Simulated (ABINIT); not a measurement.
# InP (F-43m): G0W0 with ABINIT, start to end, part 3 of 3

How does a plane-wave GW calculation on InP (F-43m) run from the first input to the gap?

ABINIT 10.8.3; LDA and many-body steps on it, plane waves. Known limits of the many-body steps: not at the basis limit; screening runs away on this mesh; no spin-orbit coupling; coarse k mesh.

So far. Step 4 (Empty states on the mesh, 4×4×4 mesh, 1303 bands): On this mesh the gap is 0.457 eV. Step 5 (Screening, 4×4×4 mesh, 609 bands, screening to 359.2 eV): Local fields lower ε∞ by 6 %. The value itself is an artefact of the mesh, where one narrow direct gap carries too much weight.

### 6. Self-energy, 4×4×4 mesh, 609 bands, screening to 359.2 eV

The self-energy is evaluated for the states that the input lists, and the levels follow from it, in one-shot runs by the linearised quasiparticle equation.

This step: G0W0 on LDA, plane waves, norm-conserving pseudopotentials.

Contents of run.abi:

```
acell 3*1.0 Angstrom
rprim 
  -0.000000000000 2.934350000000 2.934350000000
  2.934350000000 -0.000000000000 2.934350000000
  2.934350000000 2.934350000000 -0.000000000000
ntypat 2
znucl 49 15
natom 2
typat 1 2
xred 
  0.000000000000 0.000000000000 0.000000000000
  0.250000000000 0.250000000000 0.250000000000
pp_dirpath "pseudos"
pseudos "In.upf, P.upf"
ecut 33
ngkpt 4 4 4
nshiftk 1
shiftk 0 0 0
kptopt 1
chksymbreak 0
istwfk *1
occopt 1
irdwfk 1
optdriver 4
nband 609
gwcalctyp 0
ecutsigx 33
symsigma 1
nkptgw 3
kptgw 
  0.0000000000 0.0000000000 0.0000000000
  0.5000000000 0.0000000000 0.0000000000
  0.5000000000 0.5000000000 0.0000000000
bdgw 
  11 17
  12 16
  12 15
ecuteps 13.2
irdscr 1
ppmodel 1
indata_prefix "in"
outdata_prefix "out"
tmpdata_prefix "tmp"
```

Command:

```
> OMP_NUM_THREADS=1 mpirun -n 4 abinit run.abi > log
```

Numbers of over 12 decimals in the logs are rounded to 6 here.

Output:

```text
.Version 10.8.3 of ABINIT. v10.8.2 released Aug 2026.

 Symmetries : space group F-4 3 m (#216); Bravais cF (face-center cubic)
[... echo of the input left out ...]
== DATASET  1 ==================================================================
-   mpi_nproc: 4, omp_nthreads: 1 (-1 if OMP is not activated)

--- !DatasetInfo
iteration_state: {dtset: 1, }
dimensions: {natom: 2, nkpt: 8, mband: 609, nsppol: 1, nspinor: 1, nspden: 1, mpw: 3119, }
cutoff_energies: {ecut:  33.0, pawecutdg:  -1.0, }
electrons: {nelect:   2.60000000E+01, charge:   0.00000000E+00, occopt:   1.00000000E+00, tsmear:   1.00000000E-02, }

 SIGMA: Calculation of the GW corrections

 Based on a program developped by R.W. Godby, V. Olevano, G. Onida, and L. Reining.
 Incorporated in ABINIT by V. Olevano, G.-M. Rignanese, and M. Torrent.
.Using double precision arithmetic ; gwpc =  8

[... cell and pseudopotentials left out ...]
--------------------------------------------------------------------------------

 ==== K-mesh for the wavefunctions ====
 Number of points in the irreducible wedge :     8
[... list of points left out ...]
 Together with 24 symmetry operations and time-reversal symmetry
 yields    64 points in the full Brillouin Zone.

 ==== Q-mesh for screening function ====
 Number of points in the irreducible wedge :     8
[... list of points left out ...]
 Together with 24 symmetry operations and time-reversal symmetry
 yields    64 points in the full Brillouin Zone.

 vcoul_init : cutoff-mode = AUXILIARY_FUNCTION
 q-points for optical limit:   1
     1)      0.000010    0.000020    0.000030
 setmesh: FFT mesh size selected  =    45x   45x   45
          total number of points  =        91125

 Number of electrons calculated from density =   26.0000; Expected =   26.0000
 average of density, n =  0.076245
 r_s =    1.4630
 omega_plasma =   26.6355 [eV]

 === KS Band Gaps ===
  >>>> For spin  1
   Minimum direct gap =   0.4573 [eV], located at k-point      :   0.0000  0.0000  0.0000
   Fundamental gap    =   0.4573 [eV], Top of valence bands at :   0.0000  0.0000  0.0000
                                       Bottom of conduction at :   0.0000  0.0000  0.0000
 SIGMA fundamental parameters:
 PLASMON POLE MODEL  1
 number of plane-waves for SigmaX                 3119
 number of plane-waves for SigmaC and W            749
 number of plane-waves for wavefunctions          3119
 number of bands                                   609
 number of independent spin polarizations            1
 number of spinorial components                      1
 number of k-points in IBZ                           8
 number of q-points in IBZ                           8
 number of symmetry operations                      24
 number of k-points in BZ                           64
 number of q-points in BZ                           64
 number of frequencies for dSigma/dE                 9
 frequency step for dSigma/dE [eV]                0.25
 number of omega for Sigma on real axis              0
 max omega for Sigma on real axis  [eV]           0.00
 zcut for avoiding poles [eV]                     0.10

 EPSILON^-1 parameters (SCR file):
 dimension of the eps^-1 matrix on file            749
 dimension of the eps^-1 matrix used               749
 number of plane-waves for wavefunctions          3119
 number of bands                                   609
 number of q-points in IBZ                           8
 number of frequencies                               2
 number of real frequencies                          1
 number of imag frequencies                          1

 matrix elements of self-energy operator (all in [eV])

 Perturbative Calculation

--- !SelfEnergy_ee
iteration_state: {dtset: 1, }
kpoint     : [   0.000,    0.000,    0.000, ]
spin       : 1
KS_gap     :    0.457
QP_gap     :    1.310
Delta_QP_KS:    0.853
data: !SigmaeeData |
     Band     E0 <VxcDFT>   SigX SigC(E0)      Z dSigC/dE  Sig(E)    E-E0       E
       11   4.737 -12.866 -14.742   0.861   0.774  -0.292 -13.651  -0.786   3.951
       12   4.737 -12.866 -14.742   0.861   0.774  -0.292 -13.651  -0.786   3.951
       13   4.737 -12.866 -14.742   0.861   0.774  -0.292 -13.651  -0.786   3.951
       14   5.194 -12.080  -7.881  -4.114   0.788  -0.269 -12.013   0.067   5.261
       15   8.694 -11.123  -6.361  -4.475   0.792  -0.263 -10.896   0.227   8.922
       16   8.694 -11.123  -6.361  -4.475   0.792  -0.263 -10.896   0.227   8.922
       17   8.694 -11.123  -6.361  -4.475   0.792  -0.263 -10.896   0.227   8.922

--- !SelfEnergy_ee
iteration_state: {dtset: 1, }
kpoint     : [   0.500,    0.000,    0.000, ]
spin       : 1
KS_gap     :    2.280
QP_gap     :    3.158
Delta_QP_KS:    0.877
data: !SigmaeeData |
     Band     E0 <VxcDFT>   SigX SigC(E0)      Z dSigC/dE  Sig(E)    E-E0       E
       12   3.752 -12.294 -14.467   1.199   0.773  -0.294 -13.046  -0.753   2.999
       13   3.752 -12.294 -14.467   1.199   0.773  -0.294 -13.046  -0.753   2.999
       14   6.032 -11.573  -7.312  -4.104   0.793  -0.261 -11.448   0.125   6.157
       15   9.434 -10.770  -5.905  -4.673   0.791  -0.264 -10.618   0.152   9.586
       16   9.434 -10.770  -5.905  -4.673   0.791  -0.264 -10.618   0.152   9.586

--- !SelfEnergy_ee
iteration_state: {dtset: 1, }
kpoint     : [   0.500,    0.500,    0.000, ]
spin       : 1
KS_gap     :    3.948
QP_gap     :    4.672
Delta_QP_KS:    0.724
data: !SigmaeeData |
     Band     E0 <VxcDFT>   SigX SigC(E0)      Z dSigC/dE  Sig(E)    E-E0       E
       12   2.391 -11.496 -14.128   1.669   0.770  -0.299 -12.237  -0.741   1.650
       13   2.391 -11.496 -14.128   1.669   0.770  -0.299 -12.237  -0.741   1.650
       14   6.340  -9.580  -5.625  -3.977   0.806  -0.241  -9.598  -0.017   6.322
       15   6.853 -10.943  -6.695  -4.146   0.796  -0.256 -10.862   0.081   6.934

== END DATASET(S) ==============================================================
================================================================================

 -outvars: echo values of variables after computation  --------
           etotal      0.0000000000E+00
            nband         609
             nkpt           8
          spgroup         216
 [... the other variables as echoed above ...]

 Calculation completed.
```

Run time: 12 min. Hardware: 4 MPI ranks of Arm Neoverse V1, shared host; peak memory 5.2 GiB.

This step gave:

```
G0W0 gap on the points computed              : 1.31 eV
starting gap on the mesh                     : 0.4573 eV
k of the valence top                         : 0, 0, 0
k of the conduction bottom                   : 0, 0, 0
Z at the valence top                         : 0.774
Z at the conduction bottom                   : 0.788
least direct G0W0 gap on the computed points : 1.31 eV
```

The gap on the mesh goes from 0.46 eV to 1.31 eV, a correction of +0.85 eV.

Limits: finite bands, cutoff and mesh; no spin-orbit coupling; coarse k mesh. v1 is the top filled band, c1 the lowest empty one. Levels before and after the correction, in eV, zero at the valence-band top of each column:

|  | conduction bottom | valence top |
| --- | --- | --- |
| Kohn-Sham | 0.46 | 0.00 |
| G0W0 | 1.31 | 0.00 |

|  | level | energy (eV) |
| --- | --- | --- |
| Kohn-Sham | Γ v3-v1 | 0.000 |
| Kohn-Sham | Γ c1 | 0.457 |
| Kohn-Sham | Γ c2-c4 | 3.957 |
| G0W0 | Γ v3-v1 | 0.000 |
| G0W0 | Γ c1 | 1.310 |
| G0W0 | Γ c2-c4 | 4.971 |

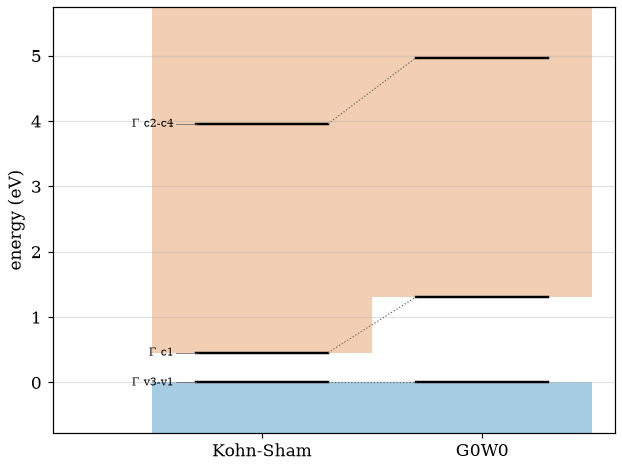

Levels before and after the correction. Shaded: valence and conduction bands.

### 7. Where the time went

Times are wall times on 4 MPI ranks of Arm Neoverse V1, shared host, good to a factor of about two.

| step | time | share | memory (GiB) |
| --- | --- | --- | --- |
| ground state | 14 s | 1 % | 0.31 |
| bands along the symmetry lines | 18 s | 1 % | 0.31 |
| empty states on the mesh | 76 s | 4 % | 2.5 |
| screening | 17 min | 55 % | 4.5 |
| self-energy | 12 min | 39 % | 5.2 |

### 8. Outcome

```
LDA gap              : 0.46 eV, direct
G0W0 gap on the mesh : 1.31 eV
GW settings          : 4×4×4 mesh, 609 bands, screening to 359.2 eV, Godby-Needs plasmon pole
known limits         : not at the basis limit; screening runs away on this mesh; no spin-orbit coupling; coarse k mesh
```

**Reading.** G0W0 moves the gap on the mesh from 0.46 eV to 1.31 eV (+0.85 eV), with Z of 0.77 and 0.79 at the edges. Local fields lower the RPA ε∞ on this mesh from 133.15 to 125.28; a Γ-centred mesh this coarse tends to raise both, most where the direct gap is narrow, while a short band sum lowers them. Only 3 of the mesh's irreducible points were corrected, so a valley elsewhere could overtake. Bands and cutoff are finite, so the gap is not at the basis limit. The miss can reach some tenths of an eV and take either sign; the mesh is an error of its own. In the G0W0 run levels were corrected at 3 k points alone, so a gap called «on the mesh» is the least over those, and an edge elsewhere would be missed. The 4×4×4 mesh is coarse for this cell, which bears on the long-range parts of exchange and screening. On this mesh the RPA ε∞ passes 90, more than nearly any semiconductor shows; a coarse mesh does this where one point with a narrow direct gap carries much weight. The screening is then too strong, and the G0W0 gap should not be taken as the material's. The many-body steps are scalar-relativistic: spin-orbit coupling is not in them.

[Paths, hosts, dates, memory and timing lines, banners, echoed tables and standing remarks are left out of the program output.]

[Logs are printed without paths, hosts, clocks, repeated set-up lines and the standing remarks that a program may print on its own settings, such as how far it seeks lower states.]

[Runs of the session that timed out or met a known fault of the program may be left out.]

[Hosts, paths, dates, database ids (printed as entryN), source tags and the programs' standing remarks are cut or masked in the printed files.]

[G0W0 gaps are taken among the corrected bands and points alone; a level outside them can change the order at an edge.]

[Where Ansatz stands beside ABINIT at settings called matched, ABINIT's density can come from a denser mesh and the files from another edition; pairs whose starting gaps differed by over 0.03 eV were left out, so agreement reads better than it is.]
